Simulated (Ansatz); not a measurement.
# ScInSe3 (model cell, started as cubic perovskite with In in the octahedra): a soft mode frozen in

Wanted: the energy along a soft mode of ScInSe3 (model cell, started as cubic perovskite with In in the octahedra) and the structure at the end.

Main program and level: Ansatz 0.2.0; DFT PBEsol, scalar-relativistic, plane waves, PAW; PAW set soft_1.

The structure was built from a prototype and need not be the compound's stable phase.

## (1) Set-up

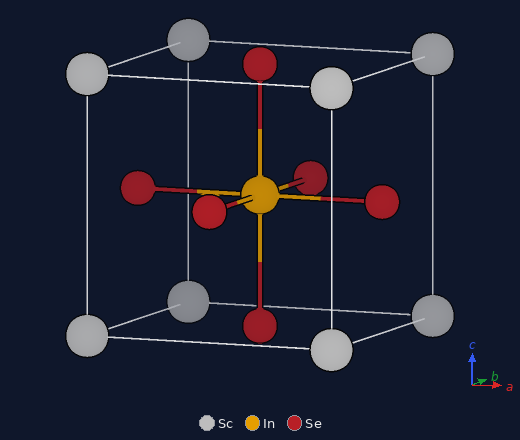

Start, viewed slightly off an axis; scandium light grey, indium orange, selenium red. Some periodic images of atoms are drawn too.

## (2) The dispersion

The cell comes from relaxations at this level that are not shown. Stability and thermal properties need the whole zone. Linear response on a 2×2×2 q mesh gives force constants as far as a supercell of that size would.

File input.yaml:

```yaml
crystal:
  lattice:
    - [5.1138056482, 0.0, 0.0]
    - [0.0, 5.1138056482, 0.0]
    - [0.0, 0.0, 5.1138056482]
  atoms:
    - { symbol: Sc, position: [0.0, 0.0, 0.0] }
    - { symbol: In, position: [0.5, 0.5, 0.5] }
    - { symbol: Se, position: [0.5, 0.5, 0.0] }
    - { symbol: Se, position: [0.5, 0.0, 0.5] }
    - { symbol: Se, position: [0.0, 0.5, 0.5] }
kpoints:
  mp_grid: { grid: [8, 8, 8] }
hamiltonian:
  xc: pbesol
  pseudopotentials: { kind: paw, azcp: { folder: soft_1 }, xc_functional: pbe }
scf:
  occupations: { method: methfessel_paxton, width: 0.2 }
output:
  eigenvalues: true
phonons:
  method: dfpt
  qmesh: [2, 2, 2]
  temperatures: { t_max: 1000, t_step: 50 }
  qpath:
    path:
      - [[0.0, 0.0, 0.0], [0.0, 0.5, 0.0], [0.5, 0.5, 0.0], [0.0, 0.0, 0.0], [0.5, 0.5, 0.5], [0.0, 0.5, 0.0]]
      - [[0.5, 0.5, 0.5], [0.5, 0.5, 0.0]]
    npoints: 10
```

Launch:

```
$ ansatz run input.yaml --threads 4 --pin off --max-ram 16384MiB --backend cpu --events-out ev --progress --plain --runs-dir out
```

Numbers of over 12 decimals in the logs are rounded to 6 here.

What it wrote:

```text
Engine: ansatz 0.2.0, aarch64-unknown-linux-gnu
Pseudopotentials: kind: paw
Pseudopotential: Sc, paw, valence charge 11, recommended cutoff 420 eV (normal), soft_1/Sc.paw.azcp
Pseudopotential: In, paw, valence charge 13, recommended cutoff 420 eV (normal), soft_1/In.paw.azcp
Pseudopotential: Se, paw, valence charge 16, recommended cutoff 420 eV (normal), soft_1/Se.paw.azcp
Functional definition: PBEsol
  exchange = pbesol_x
  correlation = pbesol_c
Crystal: 5 atoms, lattice volume = 133.731 Å³
Basis set: ecut = 420 eV, 2601 PW (Γ), exchange–correlation on 72×72×72 points (8 copies of the dense FFT grid, shifted against one another)
Bands: 44, of which v1, the nominal top of the filled ones, is band 36 counted from 1 (35 counted from 0)
Symmetry: 48 space group operations
k-points: 35 of 512
Non-local potential: Sc, projectors of the file, l = 0: 3, l = 1: 2, l = 2: 3, l = 3: 1
Non-local potential: In, projectors of the file, l = 0: 2, l = 1: 2, l = 2: 2, l = 3: 1
Non-local potential: Se, projectors of the file, l = 0: 2, l = 1: 2, l = 2: 3, l = 3: 1
PAW form: soft (Blöchl's): semilocal exchange-correlation on the pseudo side does not see the compensation charge
PAW frozen core: Sc, regenerated for the run's functional, and the local potential with it (the file was generated under x = pbe(κ = 0.804, μ = 0.219515), c = pbe(β = 0.066725))
PAW frozen core: In, regenerated for the run's functional, and the local potential with it (the file was generated under x = pbe(κ = 0.804, μ = 0.219515), c = pbe(β = 0.066725))
PAW frozen core: Se, regenerated for the run's functional, and the local potential with it (the file was generated under x = pbe(κ = 0.804, μ = 0.219515), c = pbe(β = 0.066725))
PAW one-centre angular grid: Sc, 590 points (default); XC on 64 Gauss nodes
PAW one-centre angular grid: In, 590 points (default); XC on 64 Gauss nodes
PAW one-centre angular grid: Se, 590 points (default); XC on 64 Gauss nodes
Initial density: superposition of atomic densities (chi_scale 0.1, normalization cell, long waves kept (reshape's long-wave potential 0.01 eV rms))
Initial wavefunctions: pseudopotential atomic-orbital guess
Functional: x = pbesol(κ = 0.804, μ = 0.123457), c = pbesol(β = 0.046)
SCF iter   1: F=—  HF=-23910.777728 eV  |F-HF|=—  |Δ(HF+E_count)|=         —  Δρ=8.76e-2  dr2=2.14e1  ethr=3.10e-3  ⟨swp⟩=6.0  Hψ=5748  notcnv=0
preconditioner: auto → Kerker (q_TF=auto, 2.461 Å⁻¹)  [metal: Δε(μ)=0.006 eV  Ē_g=9.205 eV  σ=0.200 eV  W_gap=0.03  n_scr=32 (ndim 8)  ℏωp=18.7 eV  f_vac=0.000  D(μ)=13.36/eV (n_scr^D=170)]
SCF iter   2: F=—  HF=-23910.013574 eV  |F-HF|=—  |Δ(HF+E_count)|=   7.64e-1  S|Δr|=    0.00e0  Δρ=3.93e-2  dr2=4.05e0  ethr=3.10e-3  ⟨swp⟩=2.0  Hψ=1990  notcnv=0
SCF iter   3: F=—  HF=-23909.758496 eV  |F-HF|=—  |Δ(HF+E_count)|=   2.55e-1  S|Δr|=    0.00e0  Δρ=1.14e-2  dr2=3.27e-1  ethr=3.10e-3  ⟨swp⟩=2.0  Hψ=1703  notcnv=0
SCF iter   4: F=—  HF=-23909.744881 eV  |F-HF|=—  |Δ(HF+E_count)|=   1.36e-2  S|Δr|=    0.00e0  Δρ=5.05e-3  dr2=6.00e-2  ethr=4.54e-4  ⟨swp⟩=1.4  Hψ=1579  notcnv=0
SCF iter   5: F=—  HF=-23909.744205 eV  |F-HF|=—  |Δ(HF+E_count)|=   6.75e-4  S|Δr|=    0.00e0  Δρ=2.40e-3  dr2=1.63e-2  ethr=8.34e-5  ⟨swp⟩=2.0  Hψ=2738  notcnv=0
SCF iter   6: F=—  HF=-23909.742306 eV  |F-HF|=—  |Δ(HF+E_count)|=   1.90e-3  S|Δr|=    0.00e0  Δρ=1.10e-3  dr2=3.85e-3  ethr=2.26e-5  ⟨swp⟩=2.1  Hψ=2210  notcnv=0
SCF iter   7: F=—  HF=-23909.742060 eV  |F-HF|=—  |Δ(HF+E_count)|=   2.46e-4  S|Δr|=    0.00e0  Δρ=5.54e-4  dr2=1.09e-3  ethr=5.35e-6  ⟨swp⟩=1.0  Hψ=1540  notcnv=0
SCF iter   8: F=—  HF=-23909.741999 eV  |F-HF|=—  |Δ(HF+E_count)|=   6.12e-5  S|Δr|=    0.00e0  Δρ=3.52e-4  dr2=4.62e-4  ethr=1.52e-6  ⟨swp⟩=1.0  Hψ=1540  notcnv=0
SCF iter   9: F=—  HF=-23909.741960 eV  |F-HF|=—  |Δ(HF+E_count)|=   3.90e-5  S|Δr|=    0.00e0  Δρ=1.52e-4  dr2=8.44e-5  ethr=6.42e-7  ⟨swp⟩=1.0  Hψ=1540  notcnv=0
SCF iter  10: F=—  HF=-23909.741952 eV  |F-HF|=—  |Δ(HF+E_count)|=   7.67e-6  S|Δr|=    0.00e0  Δρ=5.15e-5  dr2=9.42e-6  ethr=1.17e-7  ⟨swp⟩=1.0  Hψ=1540  notcnv=0
SCF iter  11: F=—  HF=-23909.741946 eV  |F-HF|=—  |Δ(HF+E_count)|=   6.08e-6  S|Δr|=    0.00e0  Δρ=4.63e-6  dr2=4.05e-8  ethr=1.31e-8  ⟨swp⟩=1.2  Hψ=1562  notcnv=0
SCF iter  12: F=—  HF=-23909.741948 eV  |F-HF|=—  |Δ(HF+E_count)|=   1.57e-6  S|Δr|=    0.00e0  Δρ=1.89e-6  dr2=4.91e-9  ethr=5.63e-11  ⟨swp⟩=2.1  Hψ=2867  notcnv=0
SCF iter  13: F=—  HF=-23909.741948 eV  |F-HF|=—  |Δ(HF+E_count)|=  5.89e-10  S|Δr|=    0.00e0  Δρ=4.96e-7  dr2=4.43e-10  ethr=6.82e-12  ⟨swp⟩=2.0  Hψ=2761  notcnv=0
SCF iter  14: F=—  HF=-23909.741948 eV  |F-HF|=—  |Δ(HF+E_count)|=  1.02e-10  S|Δr|=    0.00e0  Δρ=1.56e-7  dr2=4.65e-11  ethr=1.00e-12  ⟨swp⟩=2.0  Hψ=2749  notcnv=0
SCF iter  15: F=-23909.741948 eV  HF=-23909.741948 eV  |F-HF|=7.28e-12  |Δ(HF+E_count)|=  2.18e-11  S|Δr|=    0.00e0  Δρ=2.73e-8  dr2=8.42e-13  ethr=1.00e-12  ⟨swp⟩=5.5  Hψ=6825  notcnv=0
SCF 1 converged in 15 iterations: F = -23909.741948 eV  dr2 = 8.42e-13
  greatest PAW one-centre occupation: 1.000 electrons in one spin orbital (limit 2), on the Se atom at site 2 (counted from 0), in its partial waves of l = 2
Initial density: read from a saved state, or passed on in memory by an earlier SCF of this step, an earlier step, the calling program or the single point that the run made first
iter 1 solved again at ethr=3.96e-8 eV; its pass at ethr=3.10e-3 eV (dr2=2.85e-5 eV) is discarded
SCF iter   1: F=—  HF=-23909.741949 eV  |F-HF|=—  |Δ(HF+E_count)|=         —  Δρ=3.47e-7  dr2=2.30e-10  ethr=3.96e-8  ⟨swp⟩=3.3  Hψ=10317  notcnv=0
eigensolver tolerance schedule: the retry pair's looser diagonalisation over-reported the residual by 123711.56 of it (diagonalisation noise at an unbounded share of the residual, at the tolerance the schedule requests for it); recorded, not acted on — ethr = c·dr2/N_el stays at c = 1.0e-1
preconditioner: auto → Kerker (q_TF=auto, 2.461 Å⁻¹)  [metal: Δε(μ)=0.070 eV  Ē_g=9.356 eV  σ=0.200 eV  W_gap=0.28  n_scr=32 (ndim 8)  ℏωp=18.7 eV  f_vac=0.004  D(μ)=1.63/eV (n_scr^D=6)]
SCF iter   2: F=—  HF=-23909.741948 eV  |F-HF|=—  |Δ(HF+E_count)|=   1.02e-6  S|Δr|=    0.00e0  Δρ=1.43e-7  dr2=2.40e-11  ethr=1.00e-12  ⟨swp⟩=3.3  Hψ=4201  notcnv=0
SCF iter   3: F=—  HF=-23909.741948 eV  |F-HF|=—  |Δ(HF+E_count)|=  4.00e-11  S|Δr|=    0.00e0  Δρ=9.97e-8  dr2=1.40e-11  ethr=1.00e-12  ⟨swp⟩=5.1  Hψ=4678  notcnv=0
SCF iter   4: F=-23909.741948 eV  HF=-23909.741948 eV  |F-HF|=3.64e-12  |Δ(HF+E_count)|=  7.28e-12  S|Δr|=    0.00e0  Δρ=6.31e-8  dr2=6.88e-12  ethr=1.00e-12  ⟨swp⟩=3.0  Hψ=3350  notcnv=0
SCF 2 converged in 4 iterations: F = -23909.741948 eV  dr2 = 6.88e-12
  greatest PAW one-centre occupation: 1.000 electrons in one spin orbital (limit 2), on the Se atom at site 3 (counted from 0), in its partial waves of l = 2
phonons: the bands overlap, so this run is a metal and interpolates without the dipole-dipole term. If the crystal is really an insulator or semiconductor, its LO-TO splitting is missing
NSCF: frozen V_eff on 35 k-points
WARN: eigensolver did not converge (k=0): 1 band(s) unlocked after 20 sweeps at ethr=1.37e-12 eV (storage-precision floor; scheduled 1.00e-12 eV) (lowest unlocked band 43, counted from 0; max residual 1.40e-5 eV among the unlocked bands, 1.40e-5 eV over every band; other slots of this pass that fall short are told together in one closing line; warning suppressed until the next SCF loop or pass starts)
WARN: eigensolver did not converge in 2 slots of this pass, the one above among them; of largest residual over every band (k=5): 1 band(s) unlocked (lowest unlocked band 43, counted from 0; max residual 7.43e-5 eV among the unlocked bands, 7.43e-5 eV over every band); of lowest unlocked band (k=0): band 43
NSCF: frozen V_eff on 125 k-points
DFPT response loops at q = (0, 0, 0) (fractional): preconditioner auto → Kerker (q_TF=auto, 2.461 Å⁻¹) (partly filled bands, converged f_vac=0.004); β = 1.00, the filter's whole step (`scf.mixing.beta` (0.50) is not read by the response loops under this deck's `scf.mixing.preconditioner`; to damp them name `kerker` or `kerker_dos`, under which they read `scf.mixing.beta`, and type it under 1.00, their step now; both keys bind the ground state too); Broyden in place of MSR1
NSCF: frozen V_eff on 250 k-points
DFPT response loops at q = (0, 0, -0.5) (fractional): mixed as the last ones told, above
NSCF: frozen V_eff on 250 k-points
DFPT response loops at q = (0, -0.5, -0.5) (fractional): mixed as the last ones told, above
NSCF: frozen V_eff on 250 k-points
DFPT response loops at q = (-0.5, -0.5, -0.5) (fractional): mixed as the last ones told, above
SCF converged after 15 iterations
Stability not checked: this state was not tested for a lower state beside it, because cold or Methfessel-Paxton smearing, or corrected tetrahedra, fill the levels in a way that the test cannot read (fill_not_monotonic; see scf.lower_state_search)
Free energy (F): -23909.741948 eV
Harris-Foulkes:  -23909.741948 eV  (|F-HF|=7.28e-12)
Internal energy: -23909.755331 eV  (E = F + TS)
E sigma→0 (E₀):  -23909.745293 eV
Entropy (-TS):   0.013383 eV (2.677 meV/atom)
Fermi energy:    7.586432 eV
--- Per-component energies (eV) ---
  E_band       = -1415.468752
  E_kinetic    = 755.397772
  E_local      = -10690.354779  (includes V_loc(G=0)·N_el)
  E_nonlocal   = -584.017246
  E_hartree    = 5293.474562
  E_xc         = -478.041549
  E_vxc        = -462.500011  (∫ρ·V_xc dr)
  E_paw        = -11365.944564  (= ΣΔE_a)
  E_vpaw       = -1020.942651  (= ΣTr[D̂ρ^β])
  E_aug_tail   = -0.000948  (compensation charges beyond the density's cutoff)
  E_ewald      = -6843.658862
  E_core_change = 3.390284  (= ΣΔE_core)
  E_smearing   = 0.013383  (= −TS)
  E_closure    = 0.000000  (closes the sum)
  Σ components = -23909.741948   (vs F -23909.741948, Δ=0.00e0)
--- Band table (eV; the first three rows and the last of 35) ---
  k-point 0: bands = [... 32 lower, 6.5312, 6.5312, 6.7990, 6.7990, 6.7990, 7.7351, 7.7351, 7.8672, ... 4 higher]
  k-point 1: bands = [... 32 lower, 6.4071, 6.4071, 6.7125, 6.7320, 6.7320, 7.7803, 7.8724, 7.9463, ... 4 higher]
  k-point 2: bands = [... 32 lower, 6.1300, 6.1300, 6.5985, 6.5985, 7.4817, 7.8851, 7.9039, 8.2937, ... 4 higher]
  k-point 34: bands = [... 32 lower, 7.5256, 7.9124, 7.9124, 7.9124, 7.9655, 7.9655, 7.9655, 8.0171, ... 4 higher]
--- Phonons (Γ-DFPT): 4 representative perturbations + reference (Σ response iterations 12) ---
  ASR residual: 1.514e-5 → 0.000e0 eV/Å²; symmetrization residual: 1.295e-5 eV/Å²
  ASR residual per site (eV/Å²): 1.13e-5 1.12e-5 1.51e-5 1.51e-5 1.51e-5
  Γ frequencies (cm⁻¹): -190.14 -190.14 -190.14 -121.57 -121.57 -121.57 -34.49 -34.49 -34.49 0.00 0.00 0.00 273.89 273.89 273.89
--- Phonons (arbitrary-q DFPT): 4 irreducible q on the 2×2×2 mesh ---
  q = [0.0000, 0.0000, 0.0000] (star 1, of the zone-centre solve; hermiticity 1.73e-6, symmetrization 7.23e-12): -190.14 -190.14 -190.14 -121.57 -121.57 -121.57 -34.49 -34.49 -34.49 0.00 0.00 0.00 273.89 273.89 273.89
  q = [0.0000, 0.0000, -0.5000] (star 3, 9 solved perturbations in 975 linear systems a pass and spin channel, the states on 125 of 512 k-point pairs; hermiticity 4.43e-7, symmetrization 1.79e-9): -173.80 -173.80 -115.90 -100.70 -100.70 -77.30 -69.05 -46.53 -46.53 25.47 25.47 172.96 223.33 274.10 274.10
  q = [0.0000, -0.5000, -0.5000] (star 3, 9 solved perturbations in 975 linear systems a pass and spin channel, the states on 125 of 512 k-point pairs; hermiticity 7.68e-7, symmetrization 2.59e-9): -178.05 -178.05 -143.33 -106.01 -97.76 -97.76 -17.38 37.96 37.96 43.28 174.77 174.77 183.55 251.38 274.29
  q = [-0.5000, -0.5000, -0.5000] (star 1, 4 solved perturbations in 350 linear systems a pass and spin channel, the states on 125 of 512 k-point pairs; hermiticity 1.32e-6, symmetrization 2.58e-9): -189.61 -189.61 -189.61 -159.99 -159.99 -159.99 68.63 68.63 68.63 177.02 177.02 177.02 181.51 181.51 268.18
  sum rule: each row above includes the acoustic sum rule's correction from the zone centre's row sums; it moved no ω² by more than (0.26 cm⁻¹)²
  mesh force constants: q→R imaginary residual 7.30e-18; ASR residual 1.514e-5 → 0.000e0 eV/Å²; symmetrization residual 1.599e-14 eV/Å²
  interpolated dispersion: 62 rows × 15 modes
  density of states and harmonic sums: on the 12×12×12 q-mesh, interpolated from the force constants of a 2×2×2 supercell (no non-analytic term)
  largest difference from the sums on the solved wave vectors: F 2.17e-1 eV, S 3.13e-4 and C_V 9.55e-5 eV/K
  zero-point energy: 0.071787 eV/cell   skipped modes (ω ≤ 0): 613, of them read as no rigid motion or as one in doubt: 610 (7.139e0 modes/cell left out, lowest -190.14 cm⁻¹)   left out of the sums: 4.76e-1 of the cell's modes: C_V's classical limit lies that fraction below 3 k_B per atom; for a crystal, a wire or a layer, F and S can be off by more, and a phonons.interpolated_qmesh denser along its periods is the remedy for the sampling
```

Elapsed: 8.2 min, on 4 threads of Arm Neoverse V1, shared host; peak memory 2.1 GiB.

In the SCF lines HF is the Harris–Foulkes energy and dr2 the Hartree energy of the density residual, in eV; the loop may stop once dr2 is under the threshold and the program's other checks hold. Hψ counts applications of the Hamiltonian.

Numbers from this step:

| Quantity | Value |
| --- | --- |
| volume per atom | 26.75 Å³ |
| gap on the k-mesh | 0 eV |
| sum-rule residual before enforcement | 1.51e-5 eV/Å² |
| lowest frequency on the path | -190.1 cm⁻¹ |
| point group | m-3m |
| highest frequency on the path or at a solved wavevector | 276.1 cm⁻¹ |
| highest optical mode at the zone centre (no LO-TO term) | 273.9 cm⁻¹ |
| lowest optical zone-centre mode | -190.1 cm⁻¹ |
| lowest mode on the q mesh (acoustic modes at Γ apart) | -190.1 cm⁻¹ |

Frequencies (cm⁻¹) solved at each irreducible wavevector; negative means imaginary. Frequencies by wavevector, by row:

| q in reciprocal lattice units | star | mode 1 | mode 2 | mode 3 | mode 4 | mode 13 | mode 14 | mode 15 |
| --- | --- | --- | --- | --- | --- | --- | --- | --- |
| 0 0 0 | 1 | -190.1 | -190.1 | -190.1 | -121.6 | 273.9 | 273.9 | 273.9 |
| 0 0 -0.5 | 3 | -173.8 | -173.8 | -115.9 | -100.7 | 223.3 | 274.1 | 274.1 |
| 0 -0.5 -0.5 | 3 | -178.1 | -178.1 | -143.3 | -106 | 183.6 | 251.4 | 274.3 |
| -0.5 -0.5 -0.5 | 1 | -189.6 | -189.6 | -189.6 | -160 | 181.5 | 181.5 | 268.2 |

Interpolated from a 2×2×2 q mesh. The phonon branches at the labelled points (cm⁻¹):

| point | branch 1 | branch 2 | branch 3 | branch 4 | branch 12 | branch 13 | branch 14 | branch 15 |
| --- | --- | --- | --- | --- | --- | --- | --- | --- |
| Γ | -190 | -190 | -190 | -122 | 0 | 274 | 274 | 274 |
| X | -174 | -174 | -116 | -101 | 173 | 223 | 274 | 274 |
| M | -178 | -178 | -143 | -106 | 175 | 184 | 251 | 274 |
| Γ | -190 | -190 | -190 | -122 | 0 | 274 | 274 | 274 |
| R | -190 | -190 | -190 | -160 | 177 | 182 | 182 | 268 |
| X | -174 | -174 | -116 | -101 | 173 | 223 | 274 | 274 |
| jump to R | -190 | -190 | -190 | -160 | 177 | 182 | 182 | 268 |
| M | -178 | -178 | -143 | -106 | 175 | 184 | 251 | 274 |

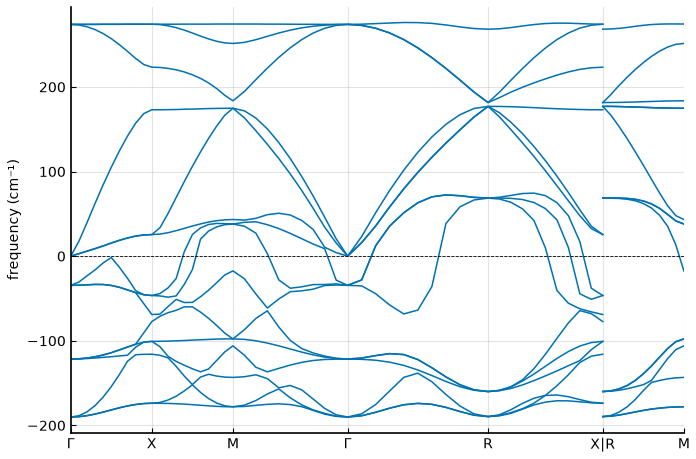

Phonon branches along the path.

Symmetry leaves 4 wavevectors to solve. The lowest mode among them, the acoustic zeros apart, lies at Γ and is imaginary, 190.1i cm⁻¹, so the energy falls along it.

## (3) The mode frozen in, largest atomic shift 0 Å

The mode followed lies at Γ with frequency 190.1i cm⁻¹ and is 3-fold degenerate, the softest among the wavevectors solved. At small amplitude the distorted cell has space group no. 38 by a symmetry search on the positions. The undistorted cell that holds it gives the zero of energy on the same k mesh.

input.yaml, the sections that differ from step 2:

```yaml
output:
  forces: true
  stress: true
  eigenvalues: true
# crystal, kpoints, hamiltonian, scf: as in step 2
# phonons: removed
```

What it wrote:

```text
[...]
Crystal: 5 atoms, lattice volume = 133.731 Å³
Basis set: ecut = 420 eV, 2601 PW (Γ), exchange–correlation on 72×72×72 points (8 copies of the dense FFT grid, shifted against one another)
Bands: 44, of which v1, the nominal top of the filled ones, is band 36 counted from 1 (35 counted from 0)
Symmetry: 48 space group operations
[...]
k-points: 35 of 512
[...]
k-point 0: bands = [... 32 lower, 6.5312, 6.5312, 6.7990, 6.7990, 6.7990, 7.7351, 7.7351, 7.8672, ... 4 higher]
  k-point 1: bands = [... 32 lower, 6.4071, 6.4071, 6.7126, 6.7320, 6.7320, 7.7803, 7.8725, 7.9463, ... 4 higher]
  k-point 2: bands = [... 32 lower, 6.1300, 6.1300, 6.5985, 6.5985, 7.4818, 7.8851, 7.9040, 8.2938, ... 4 higher]
  k-point 34: bands = [... 32 lower, 7.5256, 7.9124, 7.9124, 7.9124, 7.9655, 7.9655, 7.9655, 8.0171, ... 4 higher]
[key lines of the parts left out:]
SCF converged after 11 iterations
Free energy (F): -23909.741948 eV
Fermi energy:    7.586457 eV
P = ⅓ Tr σ = 0.0062 GPa (0.062 kbar)
```

The job ended after 3.7 s (4 threads; peak memory 0.55 GiB; 14 s of CPU time).

Numbers from this step:

```
pressure                         : 0.006152 GPa
energy from the undistorted cell : 0 meV/atom
```

The run ends at a pressure of 0.01 GPa.

## (4) The mode frozen in, largest atomic shift 0.6 Å

The atoms are moved along the unstable eigenvector, the largest shift by 0.6 Å, with the cell fixed.

input.yaml, the sections that differ from step 3:

```yaml
crystal:
  lattice:
    - [5.1138056482, 0.0, 0.0]
    - [0.0, 5.1138056482, 0.0]
    - [0.0, 0.0, 5.1138056482]
  atoms:
    - { symbol: Sc, position: [0.0, 0.0829644492, 0.0829644492] }
    - { symbol: In, position: [0.5, 0.5035338634, 0.5035338634] }
    - { symbol: Se, position: [0.5, 0.4740462058, -0.0004596501] }
    - { symbol: Se, position: [0.5, -0.0004596501, 0.4740462058] }
    - { symbol: Se, position: [0.0, 0.4740462058, 0.4740462058] }
# kpoints, hamiltonian, scf, output: as in step 3
```

What it wrote:

```text
[...]
Crystal: 5 atoms, lattice volume = 133.731 Å³
Basis set: ecut = 420 eV, 2601 PW (Γ), exchange–correlation on 72×72×72 points (8 copies of the dense FFT grid, shifted against one another)
Bands: 44, of which v1, the nominal top of the filled ones, is band 36 counted from 1 (35 counted from 0)
Symmetry: 4 space group operations
[...]
k-points: 105 of 512 (time reversal used)
[...]
k-point 0: bands = [... 32 lower, 6.1324, 6.3641, 6.7709, 6.8020, 6.9583, 8.2000, 8.2281, 8.3770, ... 4 higher]
  k-point 1: bands = [... 32 lower, 6.0643, 6.3138, 6.5362, 6.7001, 7.0981, 8.1452, 8.2542, 8.5010, ... 4 higher]
  k-point 2: bands = [... 32 lower, 5.8764, 6.1514, 6.4601, 6.5657, 7.6596, 8.2024, 8.3081, 8.6967, ... 4 higher]
  k-point 104: bands = [... 32 lower, 7.3870, 7.4724, 7.5158, 7.8170, 8.2604, 8.2908, 8.4474, 8.4970, ... 4 higher]
[key lines of the parts left out:]
SCF converged after 10 iterations
Free energy (F): -23910.822647 eV
Fermi energy:    7.588022 eV
P = ⅓ Tr σ = 1.0870 GPa (10.870 kbar)
```

Wall time 20 s (4 threads); peak memory 0.72 GiB; 77 s of CPU time.

Numbers from this step:

| Property | Result |
| --- | --- |
| pressure | 1.087 GPa |
| energy from the undistorted cell | -215.5 meV/atom |

The energy, extrapolated to zero smearing, is -215.51 meV/atom against the undistorted cell.

The run ends at a pressure of 1.09 GPa, with forces up to 1.9 eV/Å.

(Continued in part 2 of 3.)

[Logs are printed without paths, hosts, clocks, repeated set-up lines and the standing remarks that a program may print on its own settings, such as how far it seeks lower states.]

[Hosts, paths, dates, database ids (printed as entryN), source tags and the programs' standing remarks are cut or masked in the printed files.]
